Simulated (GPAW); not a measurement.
# TiO2 (I4_1/amd): refractive index against wavelength

The refractive index of TiO2 (I4_1/amd) along x below the direct gap (2.46 eV on the mesh) is read from one computed spectrum, n = √(Re ε). x, y and z are the Cartesian axes of the input cell.

Symmetry: I4_1/amd, No. 141, tetragonal system. The conventional cell has a = 3.784 Å, b = 3.784 Å, c = 9.515 Å, α = 90.00°, β = 90.00°, γ = 90.00°. Around Ti on site a lie 6 O at 1.93 to 1.98 Å. Around O on site e lie 3 Ti at 1.93 to 1.98 Å.

Method: GPAW 26.7.0, PBE, RPA, k-mesh 11×11×11, local fields up to 50 eV, Lorentzian half width 0.15 eV.

Launch of the response step: `OMP_NUM_THREADS=1 python df.py`. The run took 7.8 min, its band step included, on 1 thread of Arm Neoverse V2 (shared host).

```
wavelength (nm)  photon energy E (eV)       n
           3000                 0.413  2.4717
           2000                 0.620  2.4812
           1550                 0.800  2.4931
           1310                 0.946  2.5053
           1064                 1.165  2.5285
            850                 1.459       ?
            700                 1.771  2.6349
```

In the single-oscillator model n² − 1 = E₀E_d/(E₀² − E²), so 1/(n² − 1) = E₀/E_d − E²/(E₀E_d) is linear in E².

Working, on the rows shown:

| x = E² (eV²) | y = 1/(n² − 1) |
| --- | --- |
| 0.170801 | 0.195721 |
| 0.384302 | 0.193936 |
| 0.639837 | 0.191734 |
| 0.895757 | 0.189519 |
| 1.35784 | 0.185415 |
| 3.13716 | 0.168274 |

Means: x̄ = 1.0976, ȳ = 0.18743. Σ(x − x̄)(y − ȳ) = -0.05431, Σ(x − x̄)² = 5.846. Slope = -0.05431 / 5.846 = -0.009291; intercept = ȳ − slope · x̄ = 0.19763. Turned back into n, the line misses the rows shown by at most 0.0023.

Question: Predict the last column of the withheld row from the fit.

Answer: At x = 2.1276 the line gives y = 0.17786, that is 2.5734. The run gave 2.5707, so the interpolation is off by 0.0027, 1.6 % of the range in the table.

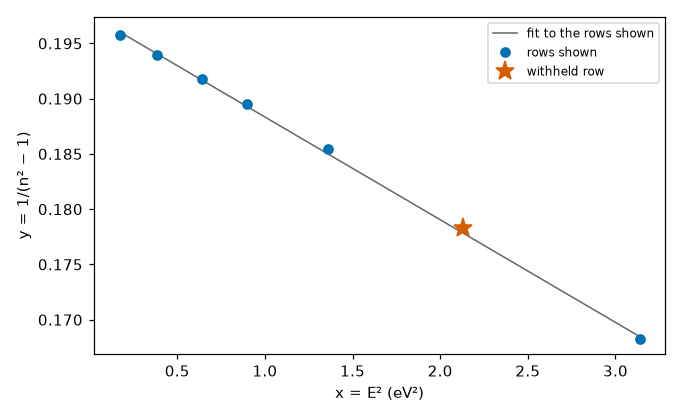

Refitted with all rows, the slope is -0.009234 and the intercept 0.19762. These give E₀ = √(intercept/−slope) = 4.63 eV and E_d = E₀/intercept = 23.4 eV; E₀ is 1.9 times the direct gap. The electronic limit at long wavelengths, without lattice vibrations, is n = √(1 + 1/intercept) = 2.462. Excitons are left out; PBE gaps are as a rule too small. The values come from a sum over the points of one k-mesh and carry its error, which grows as the direct gap shrinks. This version of GPAW has incomplete matrix elements in the optical limit, which can lower ε − 1 by up to a tenth where first-row anions or d states rule.

[Logs are printed without paths, hosts, clocks, repeated set-up lines and the standing remarks that a program may print on its own settings, such as how far it seeks lower states.]
